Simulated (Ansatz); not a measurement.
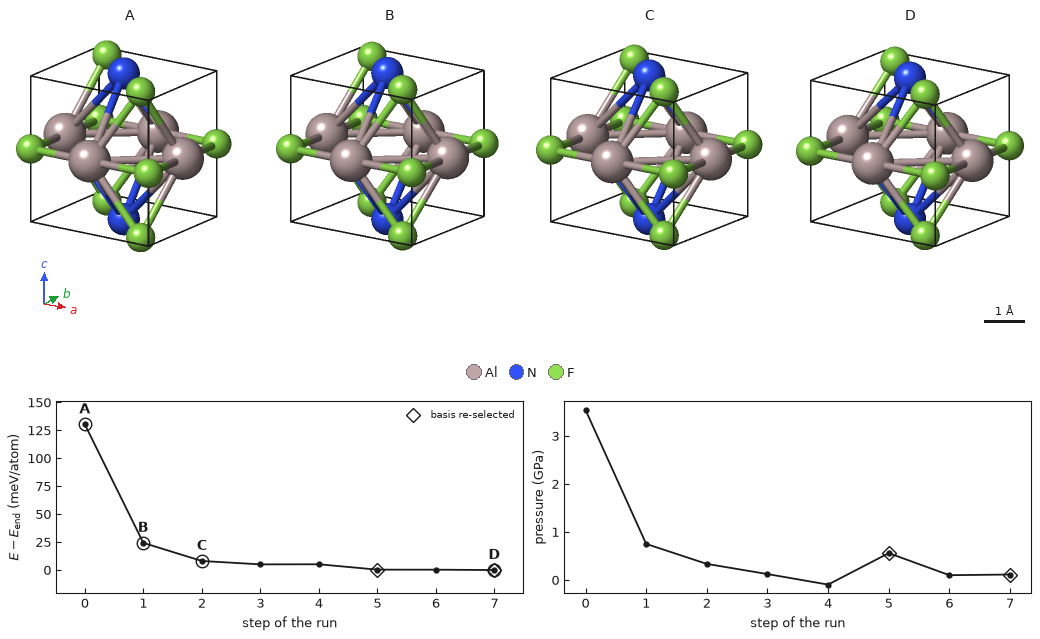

Frames of a relaxation of a crystal of Al2NF3 (a generated structure, set up in Cmmm) (coarse preliminary run), marked on the history of the run. Style: ball-and-stick. Shown: the cell of the calculation, slightly off an axis.

All numbers below come from DFT PBE, scalar-relativistic, plane waves, PAW (Ansatz). Settings: plane-wave cutoff 420 eV; k-point mesh 4 × 4 × 6; occupations gaussian; smearing width 0.1 eV; collinear spin; cell and atoms relaxed; force threshold 0.04 eV/Å; at most 70 steps.

Describe the path.

The largest moves relative to the cell, 0.31 Å, are those of F atoms. Al and N stay in place. Cell: a = b 4.614 → 4.743 Å (+2.8 %), c 3.713 → 3.598 Å (−3.1 %), γ 118.3° → 115.7°. Volume +4.8 %. Among the contacts that change: Al–Al 2.364 → 2.523 Å, Al–F 2.313 → 2.235 Å, Al–F 2.307 → 2.372 Å, Al–N 2.961 → 2.977 Å. The space group stays Cmmm (No. 65). The energy falls by 130 meV per atom in 5 accepted moves (7 points after the start). The largest force component goes from 2 to 0.0058 eV/Å. Pressure: 3.54 GPa at the start and 0.12 GPa at the end. At 2 points the geometry stayed and the basis and grid were re-selected for the new cell (energy shift of 4.8 meV per atom at most each time). Cost: 120 s on 1 thread of Intel(R) Xeon(R) Processor @ 2.50GHz (Skylake/Cascade Lake), on a shared host, peak memory 0.4 GiB. From step 0 to 1: F atoms move most (0.19 Å), volume +2.0 %, energy −106 meV per atom. From step 1 to 2: F atoms move most (0.08 Å), volume +0.8 %, energy −16.2 meV per atom. From step 2 to 7: F atoms move most (0.04 Å), volume +1.9 %, energy −8.1 meV per atom.
